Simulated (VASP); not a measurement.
Band structure of SrCl2 (fluorite). Method: PBE GGA with spin-orbit coupling, VASP's PBE PAW potentials (set 64) (plane waves; VASP 6.6.1).

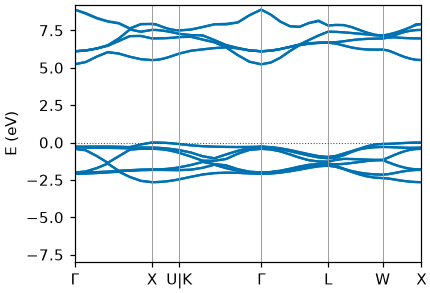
Figure: Bands along high-symmetry lines, zero at the valence-band maximum or, without a gap, the Fermi level

Problem. Read the plot: is there a gap, and where are the band edges?

Solution. The gap is indirect, 5.23 eV, from the valence maximum at X to the conduction minimum at Γ.

Measured: gap 7.50 eV (computed value off by -2.27 eV), as given by Andrés Aguado et al., Journal of the Physical Society of Japan (1999), arXiv:cond-mat/9901145.

The compound is SrCl2 in the fluorite structure. It was relaxed first.
